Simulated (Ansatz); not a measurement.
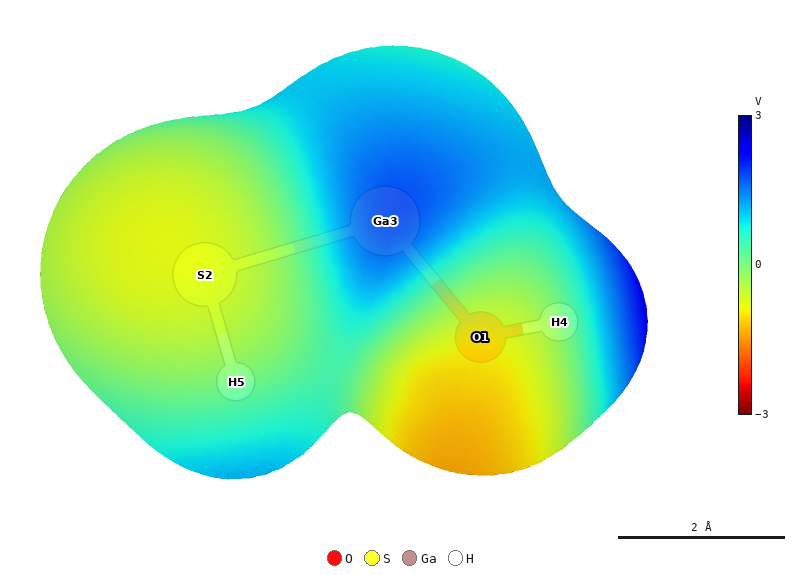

Figure. GaH₂OS (doublet). The molecular electrostatic potential painted on the density surface at 0.002 e/bohr³, seen across its widest extent; red is negative and blue positive.

Theory: Ansatz 0.2.0, UKS B3LYP/def2-SVPD.

```xyz
5

O    -0.6612   -0.8505   -0.3095
S    -1.2747    2.1749    1.1644
Ga    0.0826    0.7943   -0.0394
H    -0.1542   -1.5018   -0.8083
H    -2.2168    1.2012    1.2552
```

Describe the electrostatic potential map.

Answer. The most negative region (about −1.4 V) lies over O1, the most positive (about +2.3 V) over H4. O1 is the likeliest acceptor of a hydrogen bond.
